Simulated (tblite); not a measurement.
# Run report: C₃H₈O₃Si, frequency calculation

System: C₃H₈O₃Si, SMILES CO[SiH2]OCC=O.
Method: GFN2-xTB harmonic vibrations, gas phase (tblite 0.8.0).

It belongs to a series of runs on one base structure; here: H on C replaced by CHO.

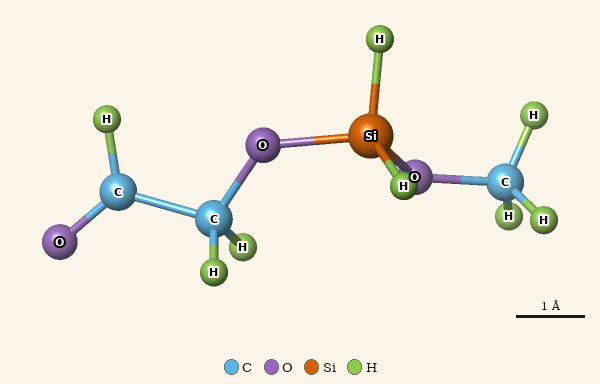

The structure (ball-and-stick view, seen at a tilt). Bond lengths as drawn: C–C 1.51 Å, C–H 1.09 to 1.11 Å, C–O 1.20 to 1.40 Å, H–Si 1.45 to 1.47 Å and O–Si 1.62 Å.

Summary

```csv
quantity,value
outcome,converged
total energy,−666.5963 eV
zero-point energy,67.1220 kcal/mol
hardware,"1 CPU thread, shared host"
wall time,1.1 s
peak memory,0.18 GiB
```

Input
```
{"job": {"kind": "ir", "xc": "GFN2-xTB", "basis": "xTB"}, "charge": 0, "multiplicity": 1}
C     -2.735671     0.687561    -0.166204
O     -1.393761     0.304968    -0.186263
Si    -0.614762    -0.749208     0.769843
O      0.902372    -0.819616     0.212207
C      1.749985     0.226196    -0.142357
C      2.958287    -0.302199    -0.868083
O      3.877409     0.363108    -1.250813
H     -3.005640     1.112338     0.803041
H     -2.883625     1.437951    -0.943390
H     -3.383553    -0.169234    -0.362226
H     -0.675182    -0.276678     2.156255
H     -1.031179    -2.130960     0.598539
H      1.234263     0.942943    -0.795044
H      2.081635     0.777409     0.747982
H      2.915008    -1.396588    -1.019883
```

The first line tells a small driver script what to run in tblite; the rest is the geometry in Å.

Launched with:
```bash
OMP_NUM_THREADS=1 python <driver script> task.json out
```

The program's output
```
mode    cm-1     km/mol
  1      22.0      0.08
  2      58.8      0.94
  3      63.0      1.39
  4      85.1     18.81
  5     115.0      7.80
  6     128.7      1.69
  7     197.7      2.45
  8     262.1     14.02
  9     367.5     26.09
 10     479.4     14.14
 11     588.1    185.02
 12     610.0      2.69
 13     661.1      4.34
 14     757.7     99.93
 15     771.1    163.56
 16     805.1    203.60
 17     872.7    216.10
 18    1014.4      0.66
 19    1025.5     84.05
 20    1135.4      2.67
 21    1141.6     76.59
 22    1160.8    282.22
 23    1177.9    123.76
 24    1180.7      2.65
 25    1278.4      5.13
 26    1348.9     14.35
 27    1410.7     17.01
 28    1418.1      0.21
 29    1478.3      5.38
 30    1486.8      2.84
 31    1797.0    294.73
 32    2221.3    311.38
 33    2343.1    206.45
 34    2794.7     78.44
 35    2873.5     13.85
 36    2900.7     29.12
 37    2956.2     37.18
 38    2969.4     43.60
 39    2994.2     23.16
```

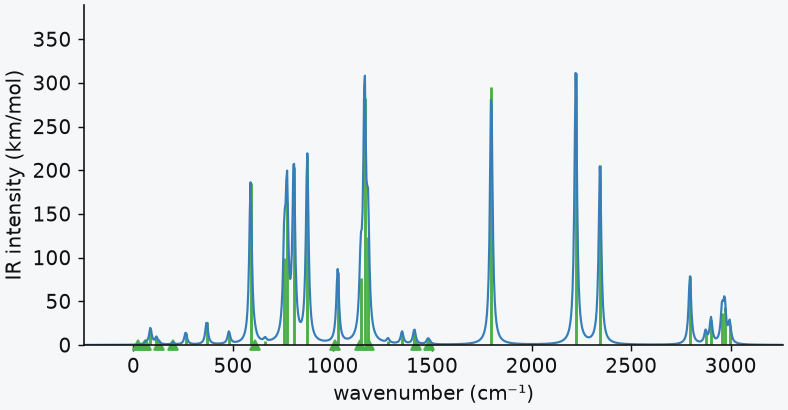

Harmonic infrared spectrum, unscaled: sticks (degenerate modes added up, dark ones marked on the axis) with a Lorentzian envelope of 16 cm⁻¹ full width, scaled to the tallest stick. 39 modes from 22 to 2994 cm⁻¹, none imaginary. The strongest line is at 2221 cm⁻¹ (311 km/mol).
